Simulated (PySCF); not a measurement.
Molecule: Cd(H)(OSiH3), SMILES [SiH3][O][CdH] (H₄CdOSi). Atoms near the plane z = 0.0 Å, at the CAM-B3LYP/def2-SVP optimised geometry (x, y, z in Å): Cd1 (-1.3, 1.0, 0.0), H2 (-3.0, 1.1, 0.0), O3 (0.6, 1.0, 0.0), Si4 (2.1, 0.4, 0.1), H6 (3.0, 1.0, -1.0), H7 (2.1, -1.1, -0.1).

Calculation: CAM-B3LYP/def2-TZVP, def2 effective core potentials past Kr run with PySCF 2.14.0. The core electrons that the potentials of Cd replace are not part of the density. Cells within 0.4 Å of a nucleus heavier than hydrogen are left out (blank, or x). The values are rescaled to run from 0 to 1.

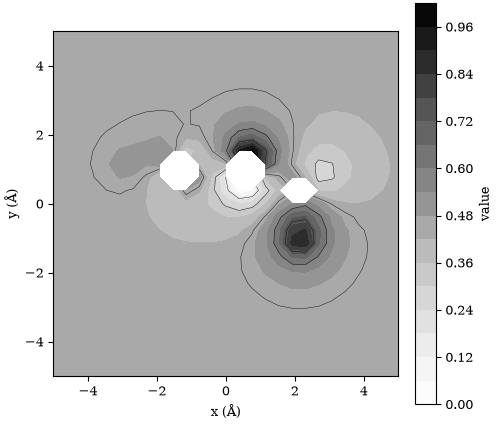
*a field on the plane z = 0.0 Å.*

**Question.** Which quantity is mapped?
(A) Laplacian of the electron density
(B) electron localisation function
(C) an orbital amplitude
(D) deformation density (molecule minus spherical neutral atoms)

**Answer.** C, an orbital amplitude. In full: HOMO−1 amplitude (bohr^(-3/2)), clipped to [-0.25, 0.25].
